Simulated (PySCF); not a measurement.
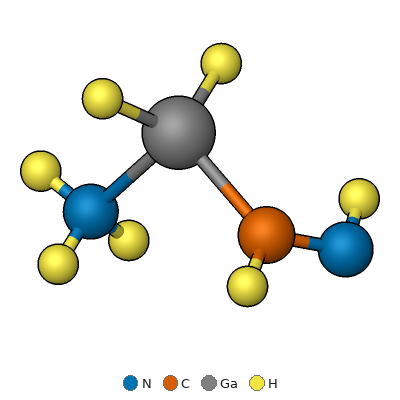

Geometry used (CH₇GaN₂, singlet).

Simulated rotational absorption lines between 18 and 26 GHz at 2 K: rigid rotor with the equilibrium constants and dipole of one optimised conformer (PBE0-D3(BJ)/def2-SVP, PySCF), commonest isotopes; no centrifugal distortion, hyperfine structure, internal rotation or nuclear-spin weights; lines within 1 MHz of each other are summed. Lines of different type are drawn apart.

What are the rotational constants, and what kind of rotor is it?

Answer. Rotational constants A, B, C = 6.995, 2.913, 2.307 GHz; Ray's κ = −0.74, an asymmetric top on the prolate side.

Which dipole components drive the lines?

Answer.
|μa|, |μb|, |μc| = 4.50, 3.83, 0.05 D; a-type lines carry 64 % of the intensity in this range.

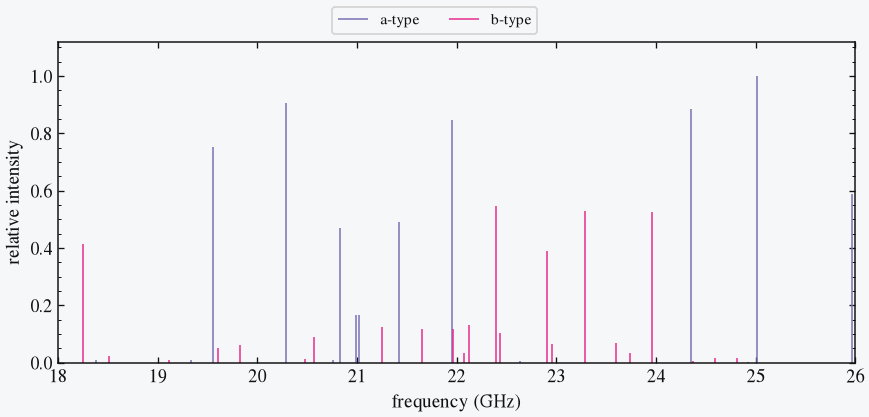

Known limits of this run: coarse grid, loose stop and no frequency check, small forces are noise and the end may be a saddle.
